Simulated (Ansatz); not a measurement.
## Ligand exchange: InH(CH3)Br + BBr2Cl → InH(CH3)Cl + BBr3

Species: InH(CH3)Br, singlet; BBr2Cl (dibromo(chloro)borane) `ClB(Br)Br`, singlet; InH(CH3)Cl, singlet; BBr3 (boron tribromide) `BrB(Br)Br`, singlet. The partners trade Br for Cl: In–Br and B–Cl bonds give way to In–Cl and B–Br.

Shapes, held fixed at every level: PBE0-D4/def2-TZVP. Programs: Ansatz 0.2.0. The zero-point and thermal change to 298 K, harmonic and unscaled (PBE0-D4/def2-TZVP), is -0.5 kJ/mol.

```json
{"level": "SPW92/def2-TZVPP", "kind": "LDA", "ΔH(298 K) (kJ/mol)": "+27.8", "less CCSD(T)/def2-TZVPP": "+2.7"}
{"level": "r2SCAN-D4/def2-TZVPP", "kind": "meta-GGA", "ΔH(298 K) (kJ/mol)": "+27.4", "less CCSD(T)/def2-TZVPP": "+2.3"}
{"level": "B3LYP-D4/def2-TZVPP", "kind": "global hybrid", "ΔH(298 K) (kJ/mol)": "+27.2", "less CCSD(T)/def2-TZVPP": "+2.1"}
{"level": "BHLYP-D4/def2-TZVPP", "kind": "global hybrid", "ΔH(298 K) (kJ/mol)": "+29.1", "less CCSD(T)/def2-TZVPP": "+4.0"}
{"level": "MP2/def2-SVP", "kind": "perturbation theory", "ΔH(298 K) (kJ/mol)": "+34.7", "less CCSD(T)/def2-TZVPP": "+9.6"}
{"level": "MP2/def2-TZVPP", "kind": "perturbation theory", "ΔH(298 K) (kJ/mol)": "+24.0", "less CCSD(T)/def2-TZVPP": "-1.1"}
{"level": "CCSD/def2-SVP", "kind": "coupled cluster or CI", "ΔH(298 K) (kJ/mol)": "+35.9", "less CCSD(T)/def2-TZVPP": "+10.8"}
{"level": "CCSD(T)/def2-TZVPP", "kind": "coupled cluster or CI", "ΔH(298 K) (kJ/mol)": "+25.1", "less CCSD(T)/def2-TZVPP": "0.0"}
```

The highest level, CCSD(T)/def2-TZVPP, gives ΔH(298 K) = +25.1 kJ/mol; the levels span +24.0 to +35.9. The column of differences is taken from that level and isn't an error. No measured value is set beside it here. For atoms past krypton def2 sets carry core potentials with scalar relativity. Relativity is left out for Br. Outer-core shells of Br, In are correlated in most correlated rows, in sets that cover them unevenly.

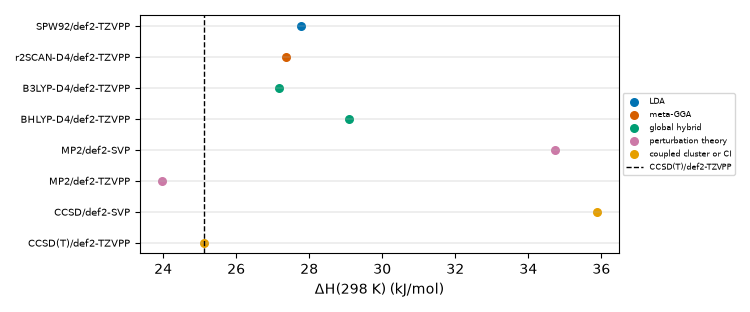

The values of the table, level by level.
